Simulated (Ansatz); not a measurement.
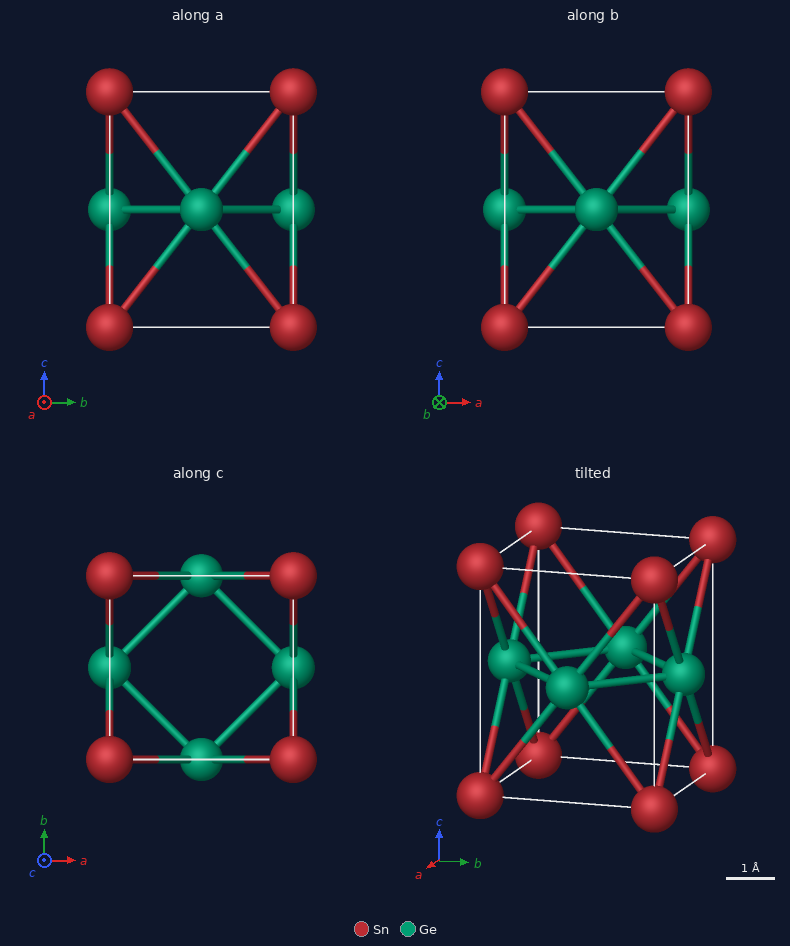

A ball-and-stick rendering, viewed along the a axis, along the b axis, along the c axis and slightly off an axis. The frame is the conventional unit cell; atoms at its boundary are shown with their periodic copies.

Lattice parameters: a = 3.8430 Å, b = 3.8430 Å, c = 4.9259 Å, α = 90.000°, β = 90.000°, γ = 90.000°.

Put the structure into a CIF with its space group and independent sites.

Answer.
```cif
data_structure
_symmetry_space_group_name_H-M 'P 4/m m m'
_symmetry_Int_Tables_number 123
_cell_length_a 3.8430
_cell_length_b 3.8430
_cell_length_c 4.9259
_cell_angle_alpha 90.000
_cell_angle_beta 90.000
_cell_angle_gamma 90.000
_cell_volume 72.75
loop_
_atom_site_label
_atom_site_type_symbol
_atom_site_symmetry_multiplicity
_atom_site_Wyckoff_symbol
_atom_site_fract_x
_atom_site_fract_y
_atom_site_fract_z
_atom_site_occupancy
Sn1 Sn 1 a 0.0000 0.0000 0.0000 1
Ge1 Ge 2 e 0.5000 0.0000 0.5000 1
```

Starting structure: a random cell made by a generator, so it need not be a real form of the compound. Earlier steps of the study, as a rule a relaxation of our own, may have changed the cell and positions, so they can lie some per cent off the listed ones. Ansatz was used for an electronic-structure calculation on it.
